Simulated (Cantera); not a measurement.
Charge: 1 mol MgCO3, 2.4 mol SO3, 0.044 mol CO2, 0.9 mol SO2, held at 1200 K.

Method: chemical equilibrium by Gibbs-energy minimisation in Cantera with the NASA 1993 tables (ideal gas, pure condensed phases). Candidate condensed phases: C, Mg, MgCO3, MgO, MgS, MgSO4, S; 26 gas species. Equilibrium is a limit: real reactors are often held back by kinetics, nucleation or transport.

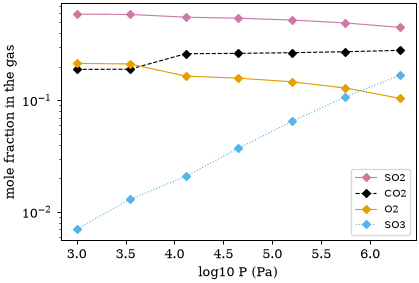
Figure. Equilibrium gas composition (values under 1e-9 drawn at 1e-9)

Q: Read off the mole fractions at 97.5 Torr.

A: SO2 about 0.55, CO2 about 0.26, O2 about 0.16, SO3 about 0.021.
